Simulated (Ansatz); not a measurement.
```yaml
atoms:
  - { symbol: N, position_ang: [1.3891, 0.5871, 0.1068] }
  - { symbol: Hf, position_ang: [-0.4061, -0.1579, -0.4320] }
  - { symbol: O, position_ang: [-1.2037, -0.8181, 1.1677] }
  - { symbol: F, position_ang: [-0.1183, -1.5018, -1.7593] }
  - { symbol: Cl, position_ang: [-1.7304, 1.5431, -1.4174] }
  - { symbol: H, position_ang: [2.1339, 0.8420, -0.5273] }
  - { symbol: H, position_ang: [1.6911, 0.7626, 1.0544] }
  - { symbol: H, position_ang: [-1.7556, -1.2570, 1.8071] }
```

Geometry: PBE0-D4/def2-TZVP; core potentials replace the inner electrons of Hf.

Computed with RKS PBE0-D4/def2-TZVPP in Ansatz.

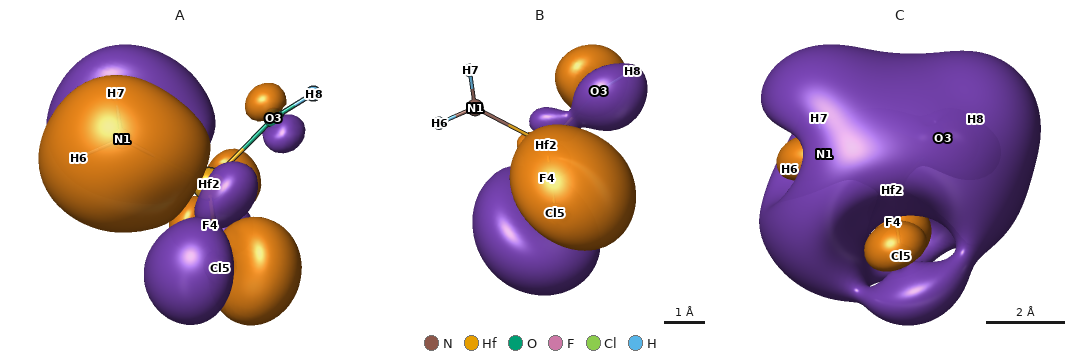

ClFH3HfNO. Three frontier orbitals at ±0.04 Å⁻³ᐟ² (orange and purple are the two phases), in no order.

Which picture is the HOMO−1, the HOMO and the LUMO?

Answer. B is the HOMO−1 (−9.01 eV). By Hirshfeld shares it lies mainly on Cl5 (about 85 %); largely a lone pair of Cl5. A is the HOMO (−7.81 eV). By Hirshfeld shares it lies mainly on N1 (about 65 %), Hf2 (about 15 %) and Cl5 (about 10 %). C is the LUMO (−0.34 eV). It lies mainly on Hf2 (about 60 %), Cl5 (about 10 %), N1 (about 5 %) and O3 (about 5 %).

What is the HOMO–LUMO gap?

Answer. 7.47 eV between the orbital energies.
